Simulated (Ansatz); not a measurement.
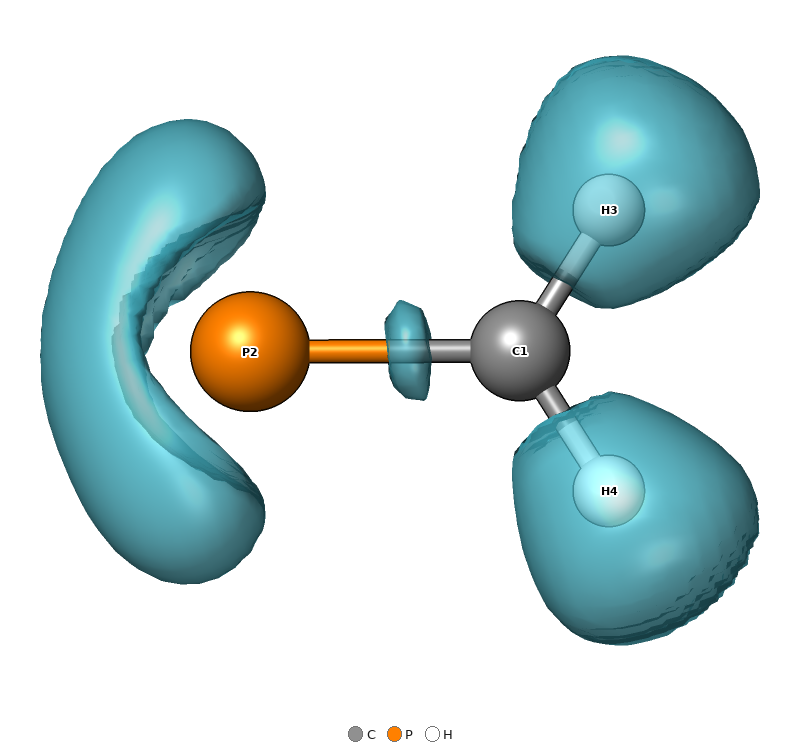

*CH2P (charge +1, triplet). Isosurface of the ELF at 0.9 (cyan), seen at a tilt. Only the valence region is drawn (cores and ρ < 0.01 e/Å³ removed).*

Geometry: B3LYP-D3(BJ)/def2-SVP.

The calculation used Ansatz 0.2.0, isolated molecule in a Gaussian basis; Kohn-Sham density functional theory, functional PBE0.

Q: What do the ELF domains correspond to?

A: The ELF exceeds this value in one region between bonded C–P atoms (shared pairs), two regions around hydrogen nuclei and one ring or bowl of non-bonding electrons around P.

Values along the shortest contacts:
C–P (1.77 Å): the ELF peaks at about 0.95 between the atoms; localised, covalent bonding. C–H (1.10 Å): the ELF climbs to about 1 towards the hydrogen, as it does in any bond to H; an ordinary covalent bond to hydrogen.
